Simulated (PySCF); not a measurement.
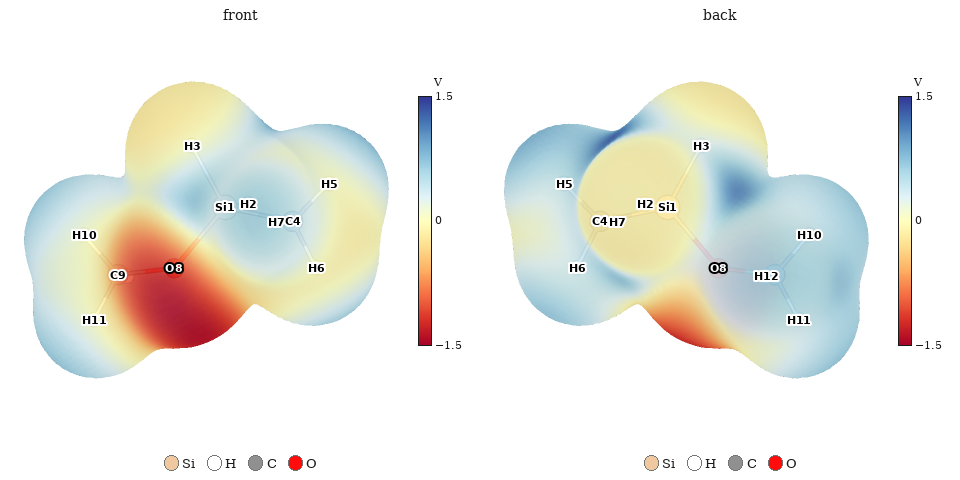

Figure. C₂H₈OSi (SiH2Me(OMe)). The molecular electrostatic potential painted on the density surface at 0.002 e/bohr³, seen from the front and from behind; the colour scale runs from red (negative) to blue (positive).

Geometry: PBE0-D3(BJ)/def2-SVP.

Theory: PySCF 2.14.0, PBE0/pcSseg-1, SCF density, gas phase, non-relativistic.

```xyz
12

Si    0.3995    0.5442    0.2522
H     0.4185    0.6232    1.7501
H     1.8227    0.5511   -0.2202
C    -0.5557    1.9631   -0.4842
H    -0.1258    2.9244   -0.1621
H    -1.6077    1.9308   -0.1629
H    -0.5286    1.9234   -1.5835
O    -0.3509   -0.8662   -0.2277
C     0.0771   -2.1424    0.1475
H     1.0933   -2.3691   -0.2273
H    -0.6115   -2.8895   -0.2768
H     0.0846   -2.2756    1.2460
```

> Which sites attract a positive test charge, and which a negative one?

A positive charge is drawn to the negative regions and a negative charge to the positive ones. The most negative region (about −1.4 V) lies over O8, the most positive (about +1.2 V) over Si1. O8 is the likeliest acceptor of a hydrogen bond.
